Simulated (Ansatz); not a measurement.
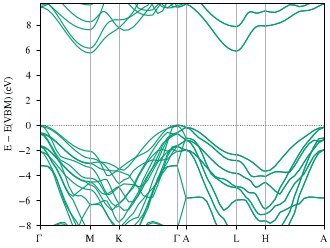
Band structure from r²SCAN in the plane-wave PAW code Ansatz

Task: Read off the gap and where the band edges lie.

Result: About 5.8 eV (5.75 eV by a search for the band edges); maximum at Γ, minimum at M.

Task: Which of these materials gives this?
(A) BN, P6_3mc (Pearson symbol hP12)
(B) AlN, P6_3mc (Pearson symbol hP12)
(C) Si3N4, P6_3/m (Si on 6h, N on 6h, N on 2c)
(D) AlN, wurtzite

Result: A, BN, P6_3mc (Pearson symbol hP12)

A made-up cell: these elements were put on the sites of a structure type. Its sites differ from those of the usual phase in this space group: another stacking or structure type. The r²SCAN relaxation kept the symmetry of its start; whether a distortion lowers the energy is not shown.

Potentials: the later of the program's two PAW sets.
